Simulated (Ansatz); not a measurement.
System: L1₀ (CuAu-type) FePt. Method: PBE in Ansatz (PAW).

Settings: plane-wave cutoff 520 eV, 20×20×16 k mesh (along the axes of the cell as run), Fermi–Dirac smearing 0.05 eV, spin-polarised with parallel moments, scalar-relativistic PAW data made under PBE.

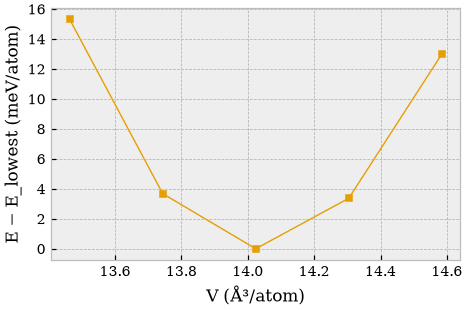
Figure: Total energy against volume

### Question
From the curve, estimate the equilibrium volume and the bulk modulus.

### Answer
V0 ≈ 14.0 Å³/atom and B0 ≈ 200 GPa; the fit gives V0 = 14.024 Å³/atom, B0 = 201 GPa, B′ = 5.0.

Shape and atoms are relaxed at each volume.

Measured, for comparison: bulk modulus 208 GPa (room temperature, not corrected to a static lattice; as tabulated in First-principles calculations on Fe-Pt nanoclusters of various morphologies). Computed (rounded) less measured: bulk modulus -3 %.

Note: the bulk modulus comes from volumes at which shape and atoms were relaxed.

Spin–orbit coupling is not included.

The computed numbers hold no vibrational or temperature effects.

Computing time: roughly 16 core-minutes.

Ansatz is a first-principles code.
